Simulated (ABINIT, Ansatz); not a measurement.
## LiBiB2O6 (R-3): one start, several treatments of the self-energy

Wanted: the gap of LiBiB2O6 (R-3) under several approximations, with cost.

Calculated with ABINIT 10.8.3; LDA and many-body steps on it, plane waves.

### 1. Set-up

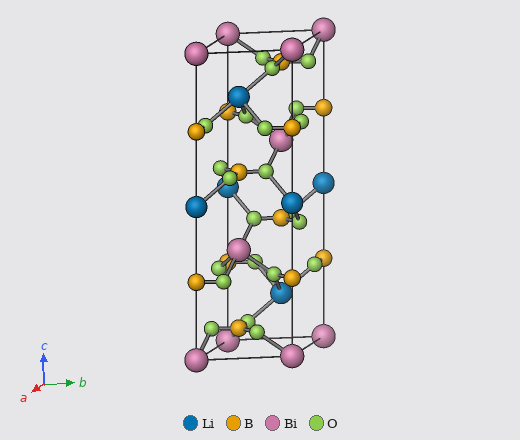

The starting structure, seen slightly off an axis (lithium blue, boron orange, bismuth pink, oxygen green). This picture shows the conventional cell, with its axes. Bonds to atoms that aren't drawn are left out. Some periodic images of atoms are drawn too.

The cell and positions are those that the Materials Project relaxed with its own functionals (PBE, PBE+U or r2SCAN), kept fixed. Spin-orbit coupling is left out unless a step names it.

### 2. Empty states on the mesh, 2×2×2 mesh, 224 bands

This step: ABINIT 10.8.3; DFT, LDA, plane waves, norm-conserving pseudopotentials.

The sums over transitions need many empty states on a uniform mesh; this step solves for them.

run.abi reads:

```
acell 3*1.0 Angstrom
rprim 
  2.439250647883 1.408302018200 5.224968345293
  -2.439250647883 1.408302018200 5.224968345293
  0.000000000000 -2.816604036329 5.224968345313
ntypat 4
znucl 3 5 83 8
natom 10
typat 1 2 2 3 4 4 4 4 4 4
xred 
  0.500000000000 0.500000000000 0.500000000000
  0.254532000000 0.254532000000 0.254532000000
  0.745468000000 0.745468000000 0.745468000000
  0.000000000000 0.000000000000 0.000000000000
  0.031291000000 0.463879000000 0.746058000000
  0.536121000000 0.253942000000 0.968709000000
  0.253942000000 0.968709000000 0.536121000000
  0.746058000000 0.031291000000 0.463879000000
  0.463879000000 0.746058000000 0.031291000000
  0.968709000000 0.536121000000 0.253942000000
pp_dirpath "pseudos"
pseudos "Li.upf, B.upf, Bi.upf, O.upf"
ecut 36
ngkpt 2 2 2
nshiftk 1
shiftk 0 0 0
kptopt 1
chksymbreak 0
iscf -2
irdden 1
istwfk *1
nband 224
nbdbuf 20
tolwfr 1e-09
nstep 60
prtvol 0
indata_prefix "in"
outdata_prefix "out"
tmpdata_prefix "tmp"
```

The run is started by

```console
OMP_NUM_THREADS=1 mpirun -n 4 abinit run.abi > log
```

Numbers of over 12 decimals in the logs are rounded to 6 here.

What it wrote:

```text
.Version 10.8.3 of ABINIT. v10.8.2 released Aug 2026.

 Symmetries : space group R-3 (#148); Bravais hR (rhombohedral)
[... echo of the input left out ...]
== DATASET  1 ==================================================================
-   mpi_nproc: 4, omp_nthreads: 1 (-1 if OMP is not activated)

--- !DatasetInfo
iteration_state: {dtset: 1, }
dimensions: {natom: 10, nkpt: 4, mband: 224, nsppol: 1, nspinor: 1, nspden: 1, mpw: 7556, }
cutoff_energies: {ecut:  36.0, pawecutdg:  -1.0, }
[...]
2.80097    2.82771    2.82771    2.83270    2.83270    2.84055    2.87615    2.88071
   2.88203    2.88204    2.89275    2.89277    2.92892    2.94629    2.95545    2.96090
 prteigrs : prtvol=0 or 1, do not print more k-points.

== END DATASET(S) ==============================================================
================================================================================

 -outvars: echo values of variables after computation  --------
            nband         224
             nkpt           4
          spgroup         148
 [... the other variables as echoed above ...]

 Calculation completed.
```

Wall time 94 s (4 MPI ranks of Arm Neoverse V1, shared host); peak memory 0.54 GiB; 6.2 min of CPU time.

This step gave:

* gap: 1.282 eV
* k of the valence top: 0.5, 0.5, 0
* k of the conduction bottom: 0.5, 0.5, 0.5
* least direct gap: 1.479 eV
* k points computed: 4
* lowest point of the top converged band, above the valence top: 73.6169 eV

On this mesh the gap is 1.282 eV.

The density comes from a self-consistent run that is not shown.

### 3. Screening, 2×2×2 mesh, 101 bands, screening to 114.3 eV

The RPA dielectric matrix is built and inverted for each q.

This step: RPA screening on LDA, plane waves, norm-conserving pseudopotentials.

run.abi, as its differences from that of step 2:

```diff
@@ -28,10 +28,11 @@
 chksymbreak 0
-iscf -2
-irdden 1
 istwfk *1
-nband 224
-nbdbuf 20
-tolwfr 1e-09
-nstep 60
-prtvol 0
+occopt 1
+irdwfk 1
+optdriver 3
+nband 101
+ecuteps 4.2
+inclvkb 2
+awtr 1
+symchi 1
 indata_prefix "in"
```

What it wrote:

```text
.Version 10.8.3 of ABINIT. v10.8.2 released Aug 2026.

 Symmetries : space group R-3 (#148); Bravais hR (rhombohedral)
[... echo of the input left out ...]
== DATASET  1 ==================================================================
-   mpi_nproc: 4, omp_nthreads: 1 (-1 if OMP is not activated)

--- !DatasetInfo
iteration_state: {dtset: 1, }
dimensions: {natom: 10, nkpt: 4, mband: 101, nsppol: 1, nspinor: 1, nspden: 1, mpw: 7556, }
cutoff_energies: {ecut:  36.0, pawecutdg:  -1.0, }
electrons: {nelect:   6.00000000E+01, charge:   0.00000000E+00, occopt:   1.00000000E+00, tsmear:   1.00000000E-02, }

 SCREENING: Calculation of the susceptibility and dielectric matrices

 Based on a program developped by R.W. Godby, V. Olevano, G. Onida, and L. Reining.
 Incorporated in ABINIT by V. Olevano, G.-M. Rignanese, and M. Torrent.
.Using double precision arithmetic ; gwpc =  8

[... cell and pseudopotentials left out ...]
--------------------------------------------------------------------------------

 ==== K-mesh for the wavefunctions ====
 Number of points in the irreducible wedge :     4
[... list of points left out ...]
 Together with  6 symmetry operations and time-reversal symmetry
 yields     8 points in the full Brillouin Zone.

 ==== Q-mesh for the screening function ====
 Number of points in the irreducible wedge :     4
[... list of points left out ...]
 Together with  6 symmetry operations and time-reversal symmetry
 yields     8 points in the full Brillouin Zone.

 setmesh: FFT mesh size selected  =    45x   45x   45
          total number of points  =        91125

 vcoul_init : cutoff-mode = AUXILIARY_FUNCTION
 q-points for optical limit:   1
     1)      0.000010    0.000020    0.000030

- screening: taking advantage of time-reversal symmetry
- Maximum band index for partially occupied states nbvw = 30
- Remaining bands to be divided among processors   nbcw = 71
- Number of bands treated by each node ~17

 Number of electrons calculated from density =   60.0000; Expected =   60.0000
 average of density, n =  0.082560
 r_s =    1.4247
 omega_plasma =   27.7166 [eV]

 calculating chi0 at frequencies [eV] :
  1    0.000000E+00    0.000000E+00
  2    0.000000E+00    2.771656E+01

--------------------------------------------------------------------------------
  q-point number  1        q = ( 0.000000, 0.000000, 0.000000) [r.l.u.]
--------------------------------------------------------------------------------
[... chi0 elements left out ...]
 For q-point:  0.000010 0.000020 0.000030
  dielectric constant =   5.6699
  dielectric constant without local fields =   6.8836

  Average fulfillment of the sum rule on Im[epsilon] for q-point    1 :     44.98  [%]
[... wings left out ...]
  q-point number  2        q = ( 0.500000, 0.000000, 0.000000) [r.l.u.]
--------------------------------------------------------------------------------
[... chi0 elements left out ...]
  Average fulfillment of the sum rule on Im[epsilon] for q-point    2 :     53.40  [%]

 [... 2 further q-points ...]
```

Run time: 38 s. Hardware: 4 MPI ranks; peak memory 1.8 GiB.

Numbers from this step:

```yaml
eps_infinity_with_local_fields_on_this_mesh_along_the_program_s_q_direction: 5.670
the_same_without_local_fields: 6.884
plasma_frequency: 27.72 eV
plane_waves_in_the_screening_matrix: 309
```

Local fields lower ε∞ by 18 %. On a Γ-centred mesh this coarse the value itself is usually too large, while a short band sum pulls it down.

### 4. G0W0, Godby-Needs plasmon pole

The self-energy is evaluated for the states that the input lists, and the levels follow from it, in one-shot runs by the linearised quasiparticle equation.

This step: G0W0 on LDA, plane waves, norm-conserving pseudopotentials.

run.abi, as its differences from that of step 3:

```diff
@@ -31,8 +31,19 @@
 irdwfk 1
-optdriver 3
+optdriver 4
 nband 101
+gwcalctyp 0
+ecutsigx 36
+symsigma 1
+nkptgw 3
+kptgw 
+  0.5000000000 0.5000000000 0.0000000000
+  0.5000000000 0.5000000000 0.5000000000
+  0.0000000000 0.0000000000 0.0000000000
+bdgw 
+  29 32
+  29 32
+  29 32
 ecuteps 4.2
-inclvkb 2
-awtr 1
-symchi 1
+irdscr 1
+ppmodel 1
 indata_prefix "in"
```

What it wrote:

```text
.Version 10.8.3 of ABINIT. v10.8.2 released Aug 2026.

 Symmetries : space group R-3 (#148); Bravais hR (rhombohedral)
[... echo of the input left out ...]
== DATASET  1 ==================================================================
-   mpi_nproc: 4, omp_nthreads: 1 (-1 if OMP is not activated)

--- !DatasetInfo
iteration_state: {dtset: 1, }
dimensions: {natom: 10, nkpt: 4, mband: 101, nsppol: 1, nspinor: 1, nspden: 1, mpw: 7556, }
cutoff_energies: {ecut:  36.0, pawecutdg:  -1.0, }
electrons: {nelect:   6.00000000E+01, charge:   0.00000000E+00, occopt:   1.00000000E+00, tsmear:   1.00000000E-02, }

 SIGMA: Calculation of the GW corrections

 Based on a program developped by R.W. Godby, V. Olevano, G. Onida, and L. Reining.
 Incorporated in ABINIT by V. Olevano, G.-M. Rignanese, and M. Torrent.
.Using double precision arithmetic ; gwpc =  8

[... cell and pseudopotentials left out ...]
--------------------------------------------------------------------------------

 ==== K-mesh for the wavefunctions ====
 Number of points in the irreducible wedge :     4
[... list of points left out ...]
 Together with  6 symmetry operations and time-reversal symmetry
 yields     8 points in the full Brillouin Zone.

 ==== Q-mesh for screening function ====
 Number of points in the irreducible wedge :     4
[... list of points left out ...]
 Together with  6 symmetry operations and time-reversal symmetry
 yields     8 points in the full Brillouin Zone.

 vcoul_init : cutoff-mode = AUXILIARY_FUNCTION
 q-points for optical limit:   1
     1)      0.000010    0.000020    0.000030
 setmesh: FFT mesh size selected  =    64x   64x   64
          total number of points  =       262144

 Number of electrons calculated from density =   60.0000; Expected =   60.0000
 average of density, n =  0.082560
 r_s =    1.4247
 omega_plasma =   27.7166 [eV]

 === KS Band Gaps ===
  >>>> For spin  1
   Minimum direct gap =   1.4787 [eV], located at k-point      :   0.0000  0.0000  0.0000
   Fundamental gap    =   1.2823 [eV], Top of valence bands at :   0.5000  0.5000  0.0000
                                       Bottom of conduction at :   0.5000  0.5000  0.5000
 SIGMA fundamental parameters:
 PLASMON POLE MODEL  1
 number of plane-waves for SigmaX                 7491
 number of plane-waves for SigmaC and W            309
 number of plane-waves for wavefunctions          7491
 number of bands                                   101
 number of independent spin polarizations            1
 number of spinorial components                      1
 number of k-points in IBZ                           4
 number of q-points in IBZ                           4
 number of symmetry operations                       6
 number of k-points in BZ                            8
 number of q-points in BZ                            8
 number of frequencies for dSigma/dE                 9
 frequency step for dSigma/dE [eV]                0.25
 number of omega for Sigma on real axis              0
 max omega for Sigma on real axis  [eV]           0.00
 zcut for avoiding poles [eV]                     0.10

 EPSILON^-1 parameters (SCR file):
 dimension of the eps^-1 matrix on file            309
 dimension of the eps^-1 matrix used               309
 number of plane-waves for wavefunctions          7491
 number of bands                                   101
 number of q-points in IBZ                           4
 number of frequencies                               2
 number of real frequencies                          1
 number of imag frequencies                          1

 matrix elements of self-energy operator (all in [eV])

 Perturbative Calculation

--- !SelfEnergy_ee
iteration_state: {dtset: 1, }
kpoint     : [   0.500,    0.500,    0.000, ]
spin       : 1
KS_gap     :    1.805
QP_gap     :    3.112
Delta_QP_KS:    1.307
data: !SigmaeeData |
     Band     E0 <VxcDFT>   SigX SigC(E0)      Z dSigC/dE  Sig(E)    E-E0       E
       29   1.116 -19.528 -24.410   5.227   0.764  -0.308 -19.264   0.263   1.379
       30   1.451 -19.818 -24.369   5.023   0.763  -0.310 -19.458   0.360   1.811
       31   3.256 -19.617 -16.743  -0.767   0.791  -0.264 -17.950   1.667   4.923
       32   7.920 -13.962  -9.074  -3.146   0.825  -0.213 -12.526   1.436   9.357

--- !SelfEnergy_ee
iteration_state: {dtset: 1, }
kpoint     : [   0.500,    0.500,    0.500, ]
spin       : 1
KS_gap     :    1.819
QP_gap     :    3.209
Delta_QP_KS:    1.390
data: !SigmaeeData |
     Band     E0 <VxcDFT>   SigX SigC(E0)      Z dSigC/dE  Sig(E)    E-E0       E
       29   0.915 -19.441 -24.653   5.446   0.763  -0.311 -19.263   0.178   1.093
       30   0.915 -19.441 -24.653   5.446   0.763  -0.311 -19.263   0.178   1.093
[...]
--- !SelfEnergy_ee
iteration_state: {dtset: 1, }
kpoint     : [   0.000,    0.000,    0.000, ]
spin       : 1
KS_gap     :    1.479
QP_gap     :    2.810
Delta_QP_KS:    1.332
data: !SigmaeeData |
     Band     E0 <VxcDFT>   SigX SigC(E0)      Z dSigC/dE  Sig(E)    E-E0       E
[...]
30   1.300 -19.809 -24.990   5.481   0.762  -0.312 -19.580   0.229   1.529
       31   2.779 -18.879 -16.259  -0.643   0.789  -0.268 -17.319   1.560   4.339
       32   8.132 -12.684  -6.854  -3.699   0.817  -0.224 -10.943   1.741   9.874

== END DATASET(S) ==============================================================
================================================================================

 -outvars: echo values of variables after computation  --------
           etotal      0.0000000000E+00
            nband         101
             nkpt           4
          spgroup         148
 [... the other variables as echoed above ...]

 Calculation completed.
```

It took 14 s on 4 MPI ranks; peak memory 1.1 GiB; 57 s of CPU time.

This step gave:

* G0W0 gap on the points computed: 2.49 eV
* starting gap on the mesh: 1.282 eV
* k of the valence top: 0.5, 0.5, 0
* k of the conduction bottom: 0.5, 0.5, 0.5
* Z at the valence top: 0.763
* Z at the conduction bottom: 0.791
* least direct G0W0 gap on the computed points: 2.810 eV

The gap on the mesh goes from 1.28 eV to 2.49 eV, a correction of +1.21 eV.

### 5. G0W0, Hybertsen-Louie plasmon pole

run.abi, as its differences from that of step 4:

```diff
@@ -47,3 +47,3 @@
 irdscr 1
-ppmodel 1
+ppmodel 2
 indata_prefix "in"
```

What it wrote:

```text
.Version 10.8.3 of ABINIT. v10.8.2 released Aug 2026.

 Symmetries : space group R-3 (#148); Bravais hR (rhombohedral)
[... echo of the input left out ...]
== DATASET  1 ==================================================================
-   mpi_nproc: 4, omp_nthreads: 1 (-1 if OMP is not activated)

--- !DatasetInfo
iteration_state: {dtset: 1, }
dimensions: {natom: 10, nkpt: 4, mband: 101, nsppol: 1, nspinor: 1, nspden: 1, mpw: 7556, }
cutoff_energies: {ecut:  36.0, pawecutdg:  -1.0, }
electrons: {nelect:   6.00000000E+01, charge:   0.00000000E+00, occopt:   1.00000000E+00, tsmear:   1.00000000E-02, }

 SIGMA: Calculation of the GW corrections

 Based on a program developped by R.W. Godby, V. Olevano, G. Onida, and L. Reining.
 Incorporated in ABINIT by V. Olevano, G.-M. Rignanese, and M. Torrent.
.Using double precision arithmetic ; gwpc =  8

[... cell and pseudopotentials left out ...]
--------------------------------------------------------------------------------

 ==== K-mesh for the wavefunctions ====
 Number of points in the irreducible wedge :     4
[... list of points left out ...]
 Together with  6 symmetry operations and time-reversal symmetry
 yields     8 points in the full Brillouin Zone.

 ==== Q-mesh for screening function ====
 Number of points in the irreducible wedge :     4
[... list of points left out ...]
 Together with  6 symmetry operations and time-reversal symmetry
 yields     8 points in the full Brillouin Zone.

 vcoul_init : cutoff-mode = AUXILIARY_FUNCTION
 q-points for optical limit:   1
     1)      0.000010    0.000020    0.000030
 setmesh: FFT mesh size selected  =    64x   64x   64
          total number of points  =       262144

 Number of electrons calculated from density =   60.0000; Expected =   60.0000
[...]
number of plane-waves for wavefunctions          7491
 number of bands                                   101
 number of q-points in IBZ                           4
 number of frequencies                               2
 number of real frequencies                          1
 number of imag frequencies                          1

 matrix elements of self-energy operator (all in [eV])

 Perturbative Calculation

--- !SelfEnergy_ee
iteration_state: {dtset: 1, }
kpoint     : [   0.500,    0.500,    0.000, ]
spin       : 1
KS_gap     :    1.805
QP_gap     :    3.408
Delta_QP_KS:    1.604
data: !SigmaeeData |
     Band     E0 <VxcDFT>   SigX SigC(E0)      Z dSigC/dE  Sig(E)    E-E0       E
       29   1.116 -19.528 -24.410   4.689   0.845  -0.183 -19.691  -0.163   0.953
       30   1.451 -19.818 -24.369   4.539   0.844  -0.185 -19.828  -0.010   1.441
       31   3.256 -19.617 -16.743  -1.016   0.857  -0.166 -18.023   1.594   4.850
[...]
--- !SelfEnergy_ee
iteration_state: {dtset: 1, }
kpoint     : [   0.500,    0.500,    0.500, ]
spin       : 1
KS_gap     :    1.819
QP_gap     :    3.529
Delta_QP_KS:    1.710
data: !SigmaeeData |
     Band     E0 <VxcDFT>   SigX SigC(E0)      Z dSigC/dE  Sig(E)    E-E0       E
[...]
--- !SelfEnergy_ee
iteration_state: {dtset: 1, }
kpoint     : [   0.000,    0.000,    0.000, ]
spin       : 1
KS_gap     :    1.479
QP_gap     :    3.109
Delta_QP_KS:    1.630
data: !SigmaeeData |
     Band     E0 <VxcDFT>   SigX SigC(E0)      Z dSigC/dE  Sig(E)    E-E0       E
[...]
31   2.779 -18.879 -16.259  -0.976   0.857  -0.167 -17.470   1.409   4.188
       32   8.132 -12.684  -6.854  -3.594   0.875  -0.143 -10.727   1.957  10.089

== END DATASET(S) ==============================================================
================================================================================

 -outvars: echo values of variables after computation  --------
           etotal      0.0000000000E+00
            nband         101
             nkpt           4
          spgroup         148
 [... the other variables as echoed above ...]

 Calculation completed.
```

It took 14 s on 4 MPI ranks; peak memory 1.1 GiB; 57 s of CPU time.

This step gave:

```yaml
g0w0_gap_on_the_points_computed: 2.724 eV
starting_gap_on_the_mesh: 1.282 eV
k_of_the_valence_top: 0.5, 0.5, 0
k_of_the_conduction_bottom: 0.5, 0.5, 0.5
z_at_the_valence_top: 0.844
z_at_the_conduction_bottom: 0.858
least_direct_g0w0_gap_on_the_computed_points: 3.109 eV
```

Against G0W0 in ABINIT (2×2×2 mesh, 101 bands, screening to 114.3 eV, Godby-Needs plasmon pole), the gap moves by +0.234 eV.

### 6. G0W0, von der Linden-Horsch plasmon pole

run.abi, as its differences from that of step 5:

```diff
@@ -47,3 +47,3 @@
 irdscr 1
-ppmodel 2
+ppmodel 3
 indata_prefix "in"
```

What it wrote:

```text
.Version 10.8.3 of ABINIT. v10.8.2 released Aug 2026.

 Symmetries : space group R-3 (#148); Bravais hR (rhombohedral)
[... echo of the input left out ...]
== DATASET  1 ==================================================================
-   mpi_nproc: 4, omp_nthreads: 1 (-1 if OMP is not activated)

--- !DatasetInfo
iteration_state: {dtset: 1, }
dimensions: {natom: 10, nkpt: 4, mband: 101, nsppol: 1, nspinor: 1, nspden: 1, mpw: 7556, }
cutoff_energies: {ecut:  36.0, pawecutdg:  -1.0, }
[...]
Band     E0 <VxcDFT>   SigX SigC(E0)      Z dSigC/dE  Sig(E)    E-E0       E
[...]
31   2.779 -18.879 -16.259  -0.645   0.856  -0.169 -17.189   1.691   4.469
       32   8.132 -12.684  -6.854  -3.826   0.882  -0.134 -10.917   1.767   9.900

== END DATASET(S) ==============================================================
================================================================================

 -outvars: echo values of variables after computation  --------
           etotal      0.0000000000E+00
            nband         101
             nkpt           4
          spgroup         148
 [... the other variables as echoed above ...]

 Calculation completed.
```

Run time: 9.7 s. Hardware: 4 MPI ranks; peak memory 1.1 GiB.

This step gave:

```
G0W0 gap on the points computed              : 2.602 eV
starting gap on the mesh                     : 1.282 eV
k of the valence top                         : 0.5, 0.5, 0
k of the conduction bottom                   : 0.5, 0.5, 0.5
least direct G0W0 gap on the computed points : 2.962 eV
```

Against G0W0 in ABINIT (2×2×2 mesh, 101 bands, screening to 114.3 eV, Godby-Needs plasmon pole), the gap moves by +0.112 eV.

(Continued in part 2 of 2.)

[Paths, hosts, dates, memory and timing lines, banners, echoed tables and standing remarks are left out of the program output.]

[Logs are printed without paths, hosts, clocks, repeated set-up lines and the standing remarks that a program may print on its own settings, such as how far it seeks lower states.]

[Runs of the session that timed out or met a known fault of the program may be left out.]

[Hosts, paths, dates, database ids (printed as entryN), source tags and the programs' standing remarks are cut or masked in the printed files.]

[G0W0 gaps are taken among the corrected bands and points alone; a level outside them can change the order at an edge.]

[Where Ansatz stands beside ABINIT at settings called matched, ABINIT's density can come from a denser mesh and the files from another edition; pairs whose starting gaps differed by over 0.03 eV were left out, so agreement reads better than it is.]
